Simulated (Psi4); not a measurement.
**CH5BO (BH2(OMe)) at MP3/aug-cc-pVDZ**

What is the energy change on altering one bond length of CH5BO (BH2(OMe)) at MP3/aug-cc-pVDZ? 

Program for the calculation: Psi4 1.11.

1 further run of the same task is left out (set aside as unsound or not needed).

### Step 1. Starting point

CH5BO has 8 atoms, charge 0, and is taken as a singlet. SMILES: `[H]B([H])OC`. Geometry: relaxed at GFN2-xTB.

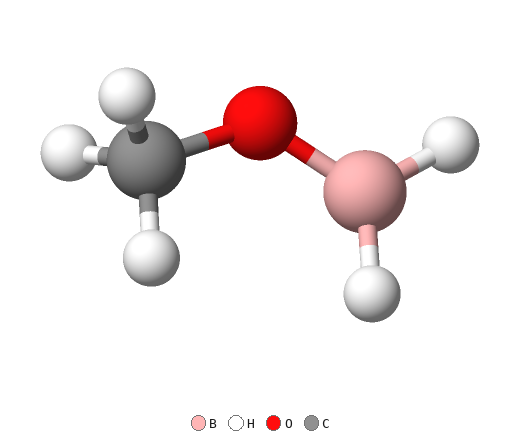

The structure, seen from a chosen angle (boron pink, hydrogen white, oxygen red, carbon grey).

### Step 2. The energy at MP3/aug-cc-pVDZ

input.json

```json
{
 "schema_name": "qcschema_input",
 "schema_version": 1,
 "molecule": {
  "schema_name": "qcschema_molecule",
  "schema_version": 2,
  "symbols": ["B", "H", "H", "O", "C", "H", "H", "H"],
  "geometry": [0.8231836, 1.90157471, 1.49420645, 2.96550941, 1.45764025, 1.03902812, 0.22194833, 3.54837654, 2.84800624, -1.05669705, 0.58660878, 0.51166225, -0.77238776, -1.46529364, -1.14702596, -1.89783305, -1.10448823, -2.83959696, -1.48660975, -3.16933527, -0.22412152, 1.20286737, -1.75508314, -1.6821775],
  "molecular_charge": 0,
  "molecular_multiplicity": 1,
  "fix_symmetry": "c1"
 },
 "driver": "energy",
 "model": {
  "method": "mp3",
  "basis": "aug-cc-pVDZ"
 },
 "keywords": {
  "reference": "rhf",
  "puream": true,
  "e_convergence": 1e-09,
  "d_convergence": 1e-08,
  "scf_type": "pk",
  "num_frozen_docc": 3,
  "mp_type": "conv"
 }
}
```

Command:

```bash
psi4 --qcschema input.json -n 1 --memory 1600MB
```

stdout:

```text
[...]
  Running in c1 symmetry.
[...]
  Nuclear repulsion =   70.900486189169953
[...]
  Multiplicity = 1
[...]
  Nalpha       = 12
  Nbeta        = 12
[...]
    Number of basis functions: 114
[...]
   @RHF iter   1:  -140.28418084936442   -8.23532e-01   3.32136e-03 ADIIS/DIIS
[...]
   @RHF iter  11:  -140.36009635430014   -3.35376e-12   3.20345e-09 DIIS
[...]
    Orbital Energies [Eh]
    ---------------------
    Doubly Occupied:
       1A    -20.581624     2A    -11.292128     3A     -7.615413
       4A     -1.395253     5A     -0.955899     6A     -0.738113
       7A     -0.654148     8A     -0.641941     9A     -0.597471
      10A     -0.519421    11A     -0.479609    12A     -0.449331
[...]
  @RHF Final Energy:  -140.36009635430014
   => Energetics <=
    Nuclear Repulsion Energy =             70.9004861891699534
    One-Electron Energy =                -330.6804632522524230
    Two-Electron Energy =                 119.4198807087823297
    Total Energy =                       -140.3600963543001399
[...]
 Multipole Moments:
 ------------------------------------------------------------------------------------
     Multipole            Electronic (a.u.)      Nuclear  (a.u.)        Total (a.u.)
 ------------------------------------------------------------------------------------
 L = 1.  Multiply by 2.5417464519 to convert [e a0] to [Debye]
 Dipole X            :         -0.6524213            0.8038030            0.1513817
 Dipole Y            :          1.5041890           -1.9912744           -0.4870854
 Dipole Z            :          1.2330174           -1.6281942           -0.3951768
 Magnitude           :                                                    0.6452389
[...]
	SCS-MP2 Total Energy (a.u.)        :  -140.79673289051556
	SOS-MP2 Total Energy (a.u.)        :  -140.79714292846259
[...]
	SOS-PI-MP2 Total Energy (a.u.)     :  -140.83076189570588
[...]
	MP2 Total Energy (a.u.)            :  -140.79591281462143
[...]
	SCS-MP3 Total Energy (a.u.)        :  -140.80345991049975
[...]
	MP3 Total Energy (a.u.)            :  -140.82282089455822
[...]
```

The result, in JSON:

```text
{
 "driver": "energy",
 "model": {
  "method": "mp3",
  "basis": "aug-cc-pVDZ"
 },
 "success": true,
 "return_result": -140.82282089455822,
 "properties": {
  "calcinfo_nbasis": 114,
  "calcinfo_nmo": 114,
  "calcinfo_nalpha": 12,
  "calcinfo_nbeta": 12,
  "calcinfo_natom": 8,
  "nuclear_repulsion_energy": 70.90048618916995,
  "return_energy": -140.82282089455822,
  "scf_one_electron_energy": -330.6804632522524,
  "scf_two_electron_energy": 119.41988070878233,
  "scf_dipole_moment": [0.15138168380223227, -0.4870853846215084, -0.39517680336579364],
  "scf_total_energy": -140.36009635430014,
  "scf_iterations": 11,
  "mp2_same_spin_correlation_energy": -0.09962678788862715,
  "mp2_opposite_spin_correlation_energy": -0.3361896724326622,
  "mp2_singles_energy": 0.0,
  "mp2_doubles_energy": -0.4358164603212893,
  "mp2_correlation_energy": -0.4358164603212913,
  "mp2_total_energy": -140.79591281462143
 }
}
```

It took 31 s on 1 thread of Intel Xeon at 2.70GHz, shared host; peak memory 1.3 GiB.

### Step 3. The distorted shape

job.py

```python
import psi4

psi4.set_memory(1600000000)
psi4.set_num_threads(1)
psi4.core.set_output_file('ch5bo.out', False)

mol = psi4.geometry("""
0 1
B      0.413048     1.169105     0.922330
H      1.546718     0.934185     0.681460
H      0.094888     2.040555     1.638730
O     -0.581742     0.473255     0.402390
C     -0.408730    -0.775400    -0.606980
H     -1.004290    -0.584470    -1.502650
H     -0.786680    -1.677140    -0.118600
H      0.636530    -0.928750    -0.890170
symmetry c1
""")

options = {'basis': 'aug-cc-pVDZ', 'puream': True, 'e_convergence': 1e-09, 'd_convergence': 1e-08, 'scf_type': 'pk', 'num_frozen_docc': 3, 'mp_type': 'conv'}
psi4.set_options(options)

result = psi4.energy('mp3')
print(f'total energy {result:.8f} hartree = {result * 27.211386:.5f} eV')
```

Command:

```bash
python job.py
```

ch5bo.out:

```text
[...]
  Running in c1 symmetry.
[...]
  Nuclear repulsion =   67.232981439490999
[...]
  Multiplicity = 1
[...]
  Nalpha       = 12
  Nbeta        = 12
[...]
    Number of basis functions: 114
[...]
   @RHF iter   1:  -140.26692600089325   -1.15658e+00   3.22862e-03 DIIS/ADIIS
[...]
   @RHF iter  11:  -140.33869778743201   -8.81073e-12   5.12935e-09 DIIS
[...]
    Orbital Energies [Eh]
    ---------------------
    Doubly Occupied:
       1A    -20.578786     2A    -11.318046     3A     -7.605611
       4A     -1.338062     5A     -0.958053     6A     -0.705911
       7A     -0.620949     8A     -0.617078     9A     -0.583278
      10A     -0.540855    11A     -0.495519    12A     -0.431145
[...]
  @RHF Final Energy:  -140.33869778743201
   => Energetics <=
    Nuclear Repulsion Energy =             67.2329814394909988
    One-Electron Energy =                -323.5567740340433147
    Two-Electron Energy =                 115.9850948071202765
    Total Energy =                       -140.3386977874320110
[...]
 Multipole Moments:
 ------------------------------------------------------------------------------------
     Multipole            Electronic (a.u.)      Nuclear  (a.u.)        Total (a.u.)
 ------------------------------------------------------------------------------------
 L = 1.  Multiply by 2.5417464519 to convert [e a0] to [Debye]
 Dipole X            :         -0.6858337            0.8384849            0.1526512
 Dipole Y            :          1.4791538           -2.2415815           -0.7624277
 Dipole Z            :          1.2144518           -1.8305335           -0.6160817
 Magnitude           :                                                    0.9920459
[...]
	SCS-MP2 Total Energy (a.u.)        :  -140.78328342532993
	SOS-MP2 Total Energy (a.u.)        :  -140.78392713051952
[...]
	SOS-PI-MP2 Total Energy (a.u.)     :  -140.81817554152624
[...]
	MP2 Total Energy (a.u.)            :  -140.78199601495081
[...]
	SCS-MP3 Total Energy (a.u.)        :  -140.78960809097222
[...]
	MP3 Total Energy (a.u.)            :  -140.80729467751999
[...]
```

Standard output:

```text
total energy -140.80729468 hartree = -3831.56165 eV
```

Wall time 35 s (1 thread of Intel Xeon at 2.70GHz, shared host); peak memory 1.3 GiB.

### Step 4. Outcome

Level: MP3/aug-cc-pVDZ, 3 core orbitals frozen.

| quantity | value |
| --- | --- |
| first shape: total energy | -140.82282 Eh |
| first shape: HOMO energy (Hartree–Fock orbitals) | -12.23 eV |
| first shape: LUMO energy (Hartree–Fock orbitals) | 0.98 eV |
| first shape: HOMO–LUMO gap (Hartree–Fock orbitals) | 13.21 eV |
| first shape: correlation energy (3 core orbitals frozen) | -462.7 mEh |
| distorted shape: total energy | -140.80729 Eh |
| distorted shape: HOMO energy (Hartree–Fock orbitals) | -11.73 eV |
| distorted shape: LUMO energy (Hartree–Fock orbitals) | 0.90 eV |
| distorted shape: HOMO–LUMO gap (Hartree–Fock orbitals) | 12.63 eV |
| distorted shape: correlation energy (3 core orbitals frozen) | -468.6 mEh |
| energy change with the O4–C5 bond stretched from 1.404 to 1.615 Å | 0.422 eV |

In words: With the O4–C5 bond stretched from 1.404 to 1.615 Å the energy rises by 0.42 eV (40.8 kJ/mol). The first shape isn't relaxed at this level, so the change isn't measured from a minimum.
